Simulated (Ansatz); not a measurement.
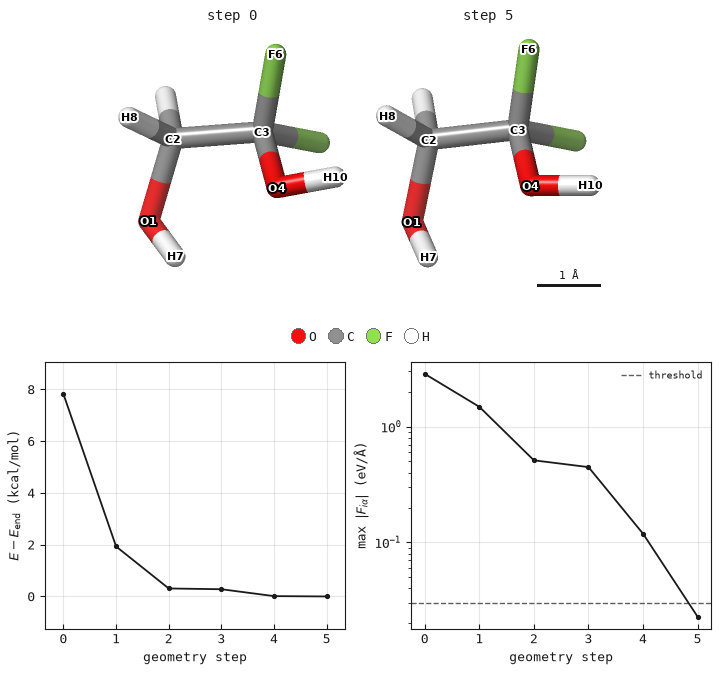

First and last geometry of a relaxation of C2H4F2O2 (coarse preliminary run), with the history of the run. Style: stick. Shown at a tilt.

The start comes from a force field.

Level of theory: RKS PBE-D4/def2-SVP (Ansatz 0.2.0).

Input file:
```yaml
crystal:
  periodic: [false, false, false]
  atoms:
    - {symbol: O, position_ang: [-0.865800, -1.586800, -0.331500]}
    - {symbol: C, position_ang: [-0.117800, -0.797400, 0.584800]}
    - {symbol: C, position_ang: [0.081700, 0.651800, 0.128600]}
    - {symbol: O, position_ang: [0.626200, 0.729400, -1.200400]}
    - {symbol: F, position_ang: [-1.008500, 1.382400, 0.202800]}
    - {symbol: F, position_ang: [1.052900, 1.275400, 0.894400]}
    - {symbol: H, position_ang: [-0.577900, -1.283000, -1.230500]}
    - {symbol: H, position_ang: [0.884500, -1.296100, 0.665200]}
    - {symbol: H, position_ang: [-0.602600, -0.806200, 1.603900]}
    - {symbol: H, position_ang: [0.610400, 1.679300, -1.314300]}
basis:
  gaussian: {orbitals: def2-SVP}
hamiltonian: {xc: pbe, dispersion: d4}
relax: {f_tol: 0.03, max_steps: 200}
```

Run as
```bash
ansatz run in.yaml --threads 4 --pin off --events-out ev --progress --plain --max-ram 10444MiB
```

Question: Read the history and describe the run.

Answer: It converged. The atom that moves furthest after the best rigid fit is H10 (0.14 Å). By element the largest moves are H 0.14 Å, F 0.13 Å, O 0.13 Å, C 0.05 Å. Near-neighbour distances that change, for instance: C3–O4 1.438 → 1.370 Å, C3–F5 1.314 → 1.373 Å, O4–H10 0.957 → 0.979 Å, O1–C2 1.422 → 1.402 Å. Among the angles between lasting bonds that change: C3–O4–H10 99.1° → 107.8°, O1–C2–H8 105.6° → 113.9°, O4–C3–F6 102.8° → 111.0°. The energy falls by 7.82 kcal/mol in 5 geometry steps. The largest force component goes from 2.9 to 0.023 eV/Å. Cost: 2.6 s on 4 threads of AMD EPYC 9R45 96-Core, on a shared host.
